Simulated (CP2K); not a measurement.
**GFN2-xTB run of SiH4O (SMILES O[SiH3])**

Aim: the energy change on altering one bond length of SiH4O at GFN2-xTB, from 2 runs. 

The calculation is run with CP2K 2026.2.

8 further runs of the same task are left out: 5 that didn't finish, 3 set aside as unsound or not needed.

### Step 1. The system as given

The species is SiH4O (6 atoms), meant as a singlet with charge 0. SMILES: `O[SiH3]`. The shape is that of a PBE0-D4/def2-TZVP optimisation.

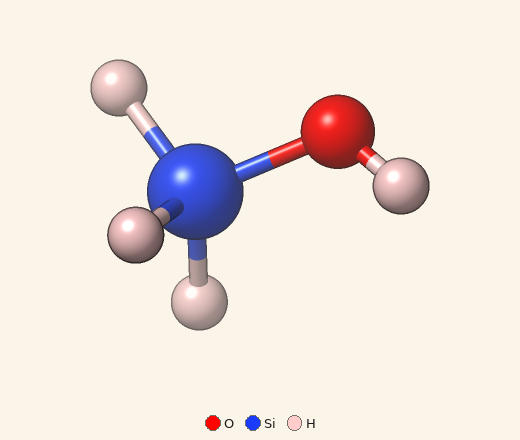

The structure, seen from a chosen angle (oxygen red, silicon blue, hydrogen pink).

### Step 2. A single-point energy at GFN2-xTB

Contents of qs.inp:

```
&GLOBAL
    PROJECT qs
    RUN_TYPE ENERGY
    PRINT_LEVEL MEDIUM
&END GLOBAL

&FORCE_EVAL
    METHOD QS
    &DFT
        CHARGE 0
        MULTIPLICITY 1
        ! Quickstep
        &QS
            METHOD XTB
            EPS_DEFAULT 1.0E-10
            &XTB
                GFN_TYPE TBLITE
                &TBLITE
                    METHOD GFN2
                &END TBLITE
                CHECK_ATOMIC_CHARGES F
            &END XTB
        &END QS
        ! isolated system
        &POISSON
            PERIODIC NONE
            POISSON_SOLVER ANALYTIC
        &END POISSON
        ! SCF settings
        &SCF
            SCF_GUESS ATOMIC
            EPS_SCF 1.0E-07
            MAX_SCF 150
            ADDED_MOS 2
            &DIAGONALIZATION
                ALGORITHM STANDARD
            &END DIAGONALIZATION
            &MIXING
                METHOD DIRECT_P_MIXING
                ALPHA 0.4
            &END MIXING
        &END SCF
        &PRINT
            &MOMENTS
                PERIODIC F
                REFERENCE COM
                MAX_MOMENT 1
            &END MOMENTS
            &MO ON
                ENERGIES T
                OCCUPATION_NUMBERS T
                NDIGITS 6
                &EACH
                    QS_SCF 0
                &END EACH
                ADD_LAST NUMERIC
            &END MO
            &HIRSHFELD OFF
            &END HIRSHFELD
        &END PRINT
    &END DFT
    ! structure
    &SUBSYS
        &CELL
            ABC [angstrom] 12.2 12.8 12.1
            PERIODIC NONE
        &END CELL
        &COORD
            UNIT bohr
            O      1.2031886    -1.9469848     0.7917952
            Si    -0.0674632     0.6547901    -0.3533788
            H      0.1305801    -3.0787418     1.7096352
            H     -2.1321780     0.0863605    -2.1784763
            H      2.0040546     2.0123694    -1.6546442
            H     -1.1381820     2.2722067     1.6850688
        &END COORD
        &TOPOLOGY
            &CENTER_COORDINATES
            &END CENTER_COORDINATES
        &END TOPOLOGY
    &END SUBSYS
&END FORCE_EVAL
```

Started as:

```
$ OMP_NUM_THREADS=1 cp2k.psmp qs.inp > qs.out
```

What it wrote:

```text
CP2K| version string:                                       CP2K version 2026.2
[...]
 GLOBAL| Method name                                                        CP2K
[...]
 GLOBAL| Run type                                                         ENERGY
[...]
                             - Atoms:                                          6
[...]
                             - Spherical basis functions:                     17
[...]
 Number of electrons:                                                         14
[...]
  *** SCF run converged in    17 steps ***
[...]
  Fermi energy:                                                -0.19830346330931
[...]
 TB_DIPOLE| Moment [Debye]         -0.99668006      -0.28193375       0.41689588
 TB_DIPOLE| Derivative [a.u.]       0.00000000       0.00000000       0.00000000
[...]
 ENERGY| Total FORCE_EVAL ( QS ) energy [hartree]             -7.881221823009746
[...]
```

It took 0.97 s on 1 thread of Intel Xeon 6975P-C (Granite Rapids), shared host; peak memory 0.19 GiB.

### Step 3. The distorted shape at the same level

Contents of job.inp:

```
&GLOBAL
   PROJECT_NAME job
   RUN_TYPE ENERGY
   PRINT_LEVEL MEDIUM
&END GLOBAL

&FORCE_EVAL
   METHOD Quickstep
   &DFT
      &QS
         METHOD XTB
         EPS_DEFAULT 1.0E-10
         &XTB
            GFN_TYPE TBLITE
            &TBLITE
               METHOD GFN2
            &END TBLITE
            CHECK_ATOMIC_CHARGES F
         &END XTB
      &END QS
      &POISSON
         PERIODIC NONE
         POISSON_SOLVER ANALYTIC
      &END POISSON
      &SCF
         SCF_GUESS ATOMIC
         EPS_SCF 1.0E-07
         MAX_SCF 150
         ADDED_MOS 2
         &DIAGONALIZATION
            ALGORITHM STANDARD
         &END DIAGONALIZATION
         &MIXING
            METHOD DIRECT_P_MIXING
            ALPHA 0.4
         &END MIXING
      &END SCF
      &PRINT
         &MOMENTS
            PERIODIC F
            REFERENCE COM
            MAX_MOMENT 1
         &END MOMENTS
         &MO ON
            ENERGIES T
            OCCUPATION_NUMBERS T
            NDIGITS 6
            &EACH
               QS_SCF 0
            &END EACH
            ADD_LAST NUMERIC
         &END MO
         &HIRSHFELD OFF
         &END HIRSHFELD
      &END PRINT
   &END DFT
   &SUBSYS
      &CELL
         ABC 12.2 13.6 12.6
         PERIODIC NONE
      &END CELL
      &COORD
         UNIT bohr
         O      2.4902716    -0.5889256    -0.3095730
         Si     1.2196198     2.0128493    -1.4547471
         H      0.1305801    -3.0787418     1.7096352
         H     -0.8450950     1.4444197    -3.2798446
         H      3.2911376     3.3704286    -2.7560125
         H      0.1489010     3.6302659     0.5837005
      &END COORD
      &TOPOLOGY
         &CENTER_COORDINATES
         &END CENTER_COORDINATES
      &END TOPOLOGY
   &END SUBSYS
&END FORCE_EVAL
```

Started as:

```
$ OMP_NUM_THREADS=1 cp2k.psmp -i job.inp -o job.out
```

What it wrote:

```text
CP2K| version string:                                       CP2K version 2026.2
[...]
 GLOBAL| Method name                                                        CP2K
[...]
 GLOBAL| Run type                                                         ENERGY
[...]
                             - Atoms:                                          6
[...]
                             - Spherical basis functions:                     17
[...]
 Number of electrons:                                                         14
[...]
  *** SCF run converged in    32 steps ***
[...]
  Fermi energy:                                                -0.39519536889900
[...]
 TB_DIPOLE| Moment [Debye]         -1.03656594      -0.32304851       0.45133832
 TB_DIPOLE| Derivative [a.u.]       0.00000000       0.00000000       0.00000000
[...]
 ENERGY| Total FORCE_EVAL ( QS ) energy [hartree]             -7.716894433408873
[...]
```

It took 1 s on 1 thread of Intel Xeon 6975P-C (Granite Rapids), shared host; peak memory 0.19 GiB.

### Step 4. Outcome

Level: GFN2-xTB.

| quantity | value |
| --- | --- |
| first shape: total energy | -7.88122 Eh |
| first shape: dipole moment (from atomic charges alone) | 1.12 D |
| first shape: HOMO energy | -11.26 eV |
| first shape: LUMO energy | -4.48 eV |
| first shape: HOMO–LUMO gap | 6.77 eV |
| first shape: dispersion energy | -5.37 kJ/mol |
| distorted shape: total energy | -7.71689 Eh |
| distorted shape: dipole moment (from atomic charges alone) | 1.18 D |
| distorted shape: HOMO energy | -10.99 eV |
| distorted shape: LUMO energy | -10.52 eV |
| distorted shape: HOMO–LUMO gap | 0.48 eV |
| distorted shape: dispersion energy | -5.43 kJ/mol |
| energy change with the O1–H3 bond stretched from 0.957 to 2.106 Å | 4.472 eV |

One bond (distorted shape) is far stretched, which a spin-restricted single reference describes badly. With the O1–H3 bond stretched from 0.957 to 2.106 Å the energy rises by 4.47 eV (431 kJ/mol). The first shape isn't relaxed at this level, so the change isn't measured from a minimum. A restricted reference can't describe the breaking bond well at this length. The dipole (first shape) comes from point charges on the atoms alone, without atomic dipoles, so it is partial. The dipole (distorted shape) comes from point charges on the atoms alone, without atomic dipoles, so it is partial.
